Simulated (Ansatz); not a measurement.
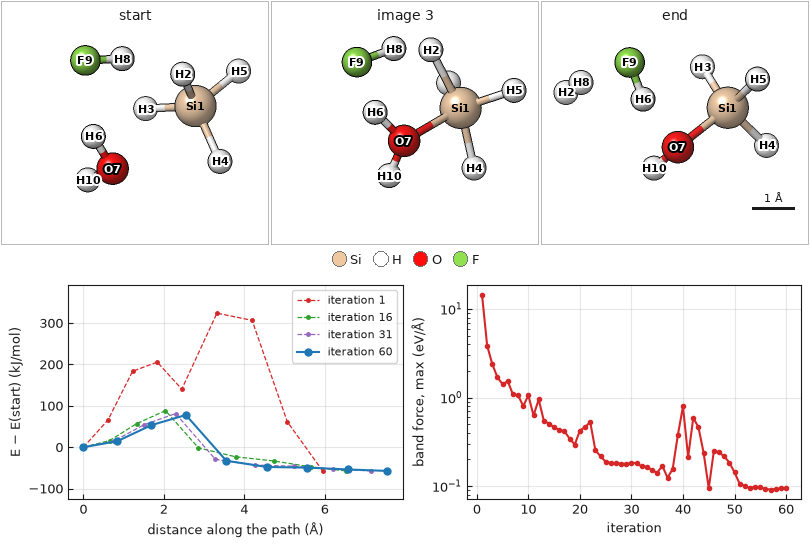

NEB run on SiH₇OF. Images are numbered from 0 (start) to 8 (end). The plot follows the band through its iterations. The picture is a ball-and-stick view, seen at a tilt.

Computed with RKS PBE-D4/def2-SVP in Ansatz. Run with 7 movable images; climbing image; force threshold 0.05 eV/Å; iteration limit 60; optimiser FIRE; starting path through a guess of the saddle point.

**Did the band converge, and can the barrier be trusted?**

The result isn't final. The band hadn't converged when the run stopped after 60 iterations. The largest component of the band force went from 15 to 0.095 eV/Å. The barrier read from it is provisional, though the highest image hardly moved in the last two iterations. The first iteration put the highest image at 324.0 kJ/mol. The highest point, image 3, lies 77.9 kJ/mol above the start and 135.2 kJ/mol above the end; the end is at −57.2 kJ/mol relative to the start.
